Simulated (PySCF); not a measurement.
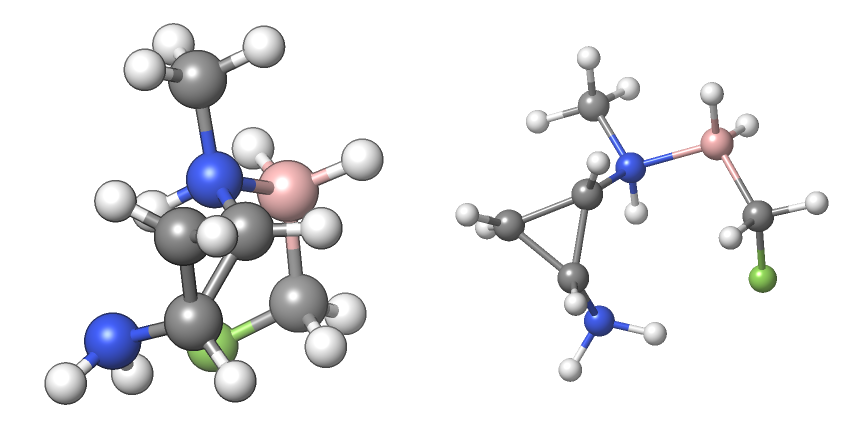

Both panels show the same species. Colours: carbon grey, nitrogen blue, boron pink, fluorine green, hydrogen white.

Computed geometry: GFN2-xTB optimisation. No frequency run is at hand to confirm it as a minimum.

Give the formula.

C5H14BFN2, 23 atoms: 5 carbon, 14 hydrogen, 1 boron, 1 fluorine and 2 nitrogen.

What is its SMILES?

C[N@@H+]([BH2-]CF)[C@H]1C[C@H]1N

More results for the same structure follow; atom numbers are the same in all pictures, views and colours differ.

### Geometry

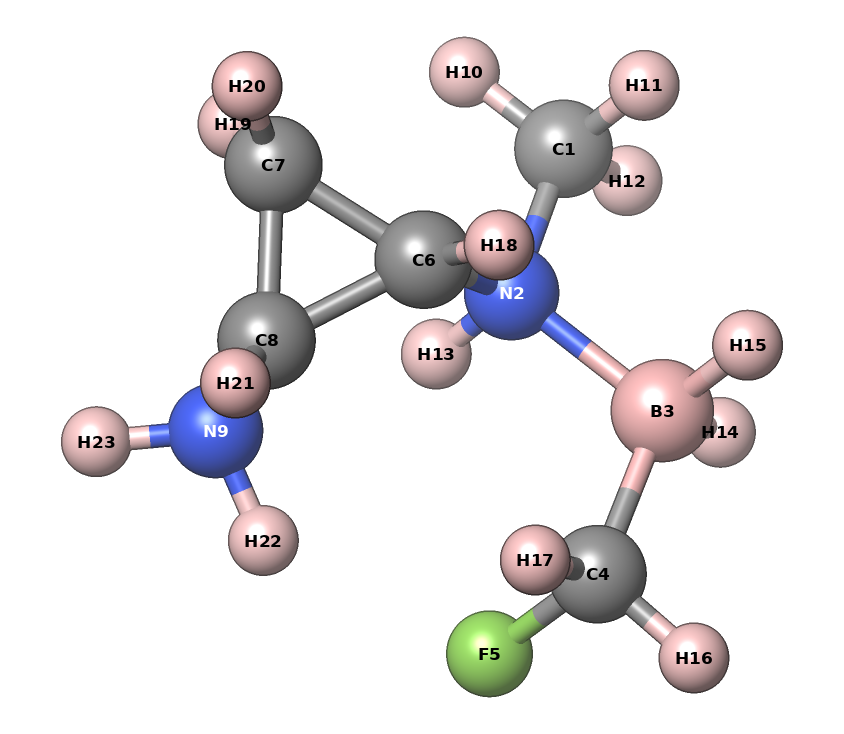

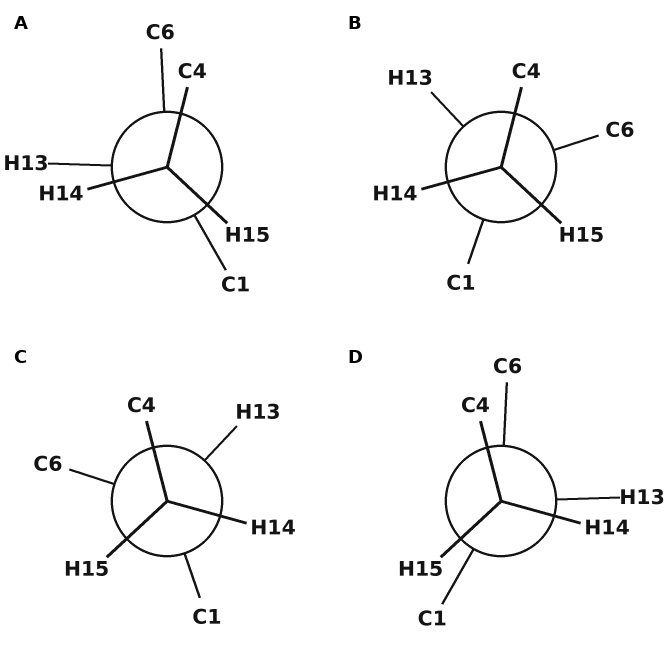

Atoms fade into the background with distance from the viewer. Bonds that would overlap in a projection are set slightly apart. No frequency run is at hand to confirm it as a minimum.

Which Newman projection shows the view along B3–N2, with B3 in front?

B. The torsion angle C4–B3–N2–C1 is −176°, antiperiplanar (anti).

### NMR shielding

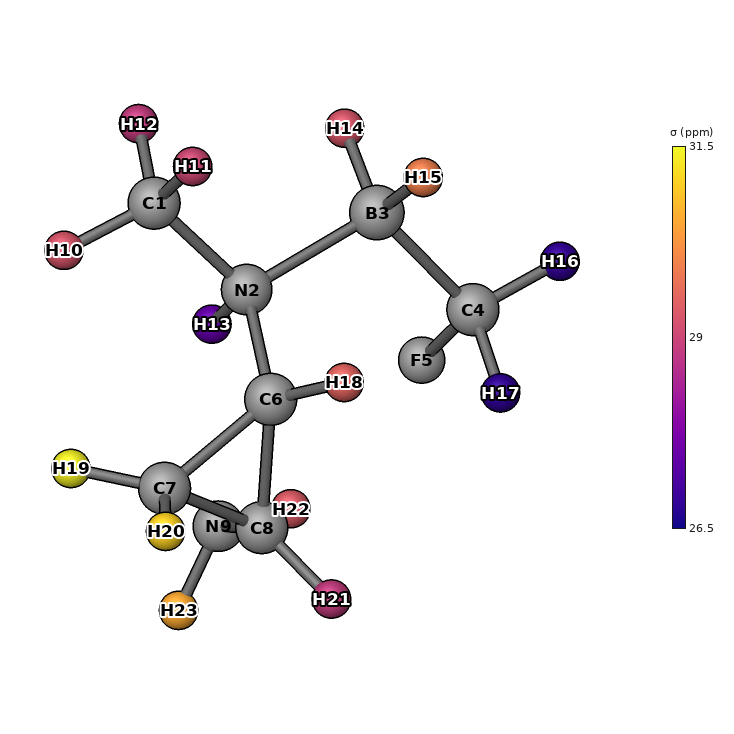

Atoms are coloured by their isotropic NMR shieldings (H only, the others grey). No frequency run is at hand to confirm it as a minimum. Level of theory: GIAO PBE0/pcSseg-1 NMR shielding, non-relativistic, gas phase (PySCF 2.14.0).

List the isotropic NMR shieldings of the H atoms.

```json
{"atom": "H10", "σ (ppm)": "29.28"}
{"atom": "H11", "σ (ppm)": "29.06"}
{"atom": "H12", "σ (ppm)": "28.86"}
{"atom": "H13", "σ (ppm)": "27.43"}
{"atom": "H14", "σ (ppm)": "29.31"}
{"atom": "H15", "σ (ppm)": "29.95"}
{"atom": "H16", "σ (ppm)": "26.87"}
{"atom": "H17", "σ (ppm)": "26.83"}
{"atom": "H18", "σ (ppm)": "29.51"}
{"atom": "H19", "σ (ppm)": "31.38"}
{"atom": "H20", "σ (ppm)": "31.05"}
{"atom": "H21", "σ (ppm)": "28.85"}
{"atom": "H22", "σ (ppm)": "29.38"}
{"atom": "H23", "σ (ppm)": "30.56"}
```

### Electronic properties

No frequency run is at hand to confirm it as a minimum. Method: PBE0/pcSseg-1, gas phase (PySCF 2.14.0).

Estimate the dipole moment.

5.08 D.

What is the HOMO–LUMO gap?

8.46 eV.

What is the HOMO energy (Kohn–Sham orbital)?

−7.31 eV.

### Ring current

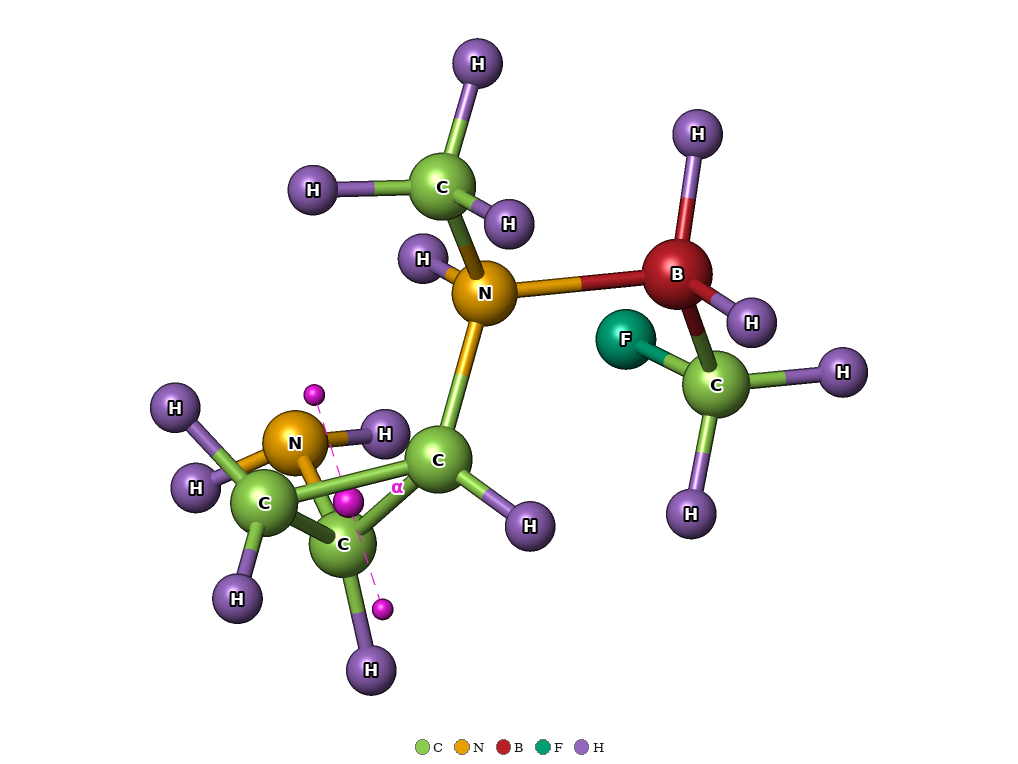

The small points mark where nucleus-independent chemical shifts (NICS) were computed: at the centre of each lettered ring and 1 Å above and below it. No frequency run is at hand to confirm it as a minimum. Method: GIAO PBE0/pcSseg-1 NMR shielding, non-relativistic, gas phase (PySCF 2.14.0).

Give NICS(0), NICS(1) and the out-of-plane component NICS(1)zz for each ring (means of the two sides).

| ring | members | NICS(0) | NICS(1) | NICS(1)zz |
| --- | --- | --- | --- | --- |
| α | C3 | −41.1 | −8.5 | −19.2 |

Values in ppm.

The geometry is semi-empirical. Around B such bond lengths and angles can be off by a tenth of an ångström or more and by several degrees, and values that hang on the shape move with them.
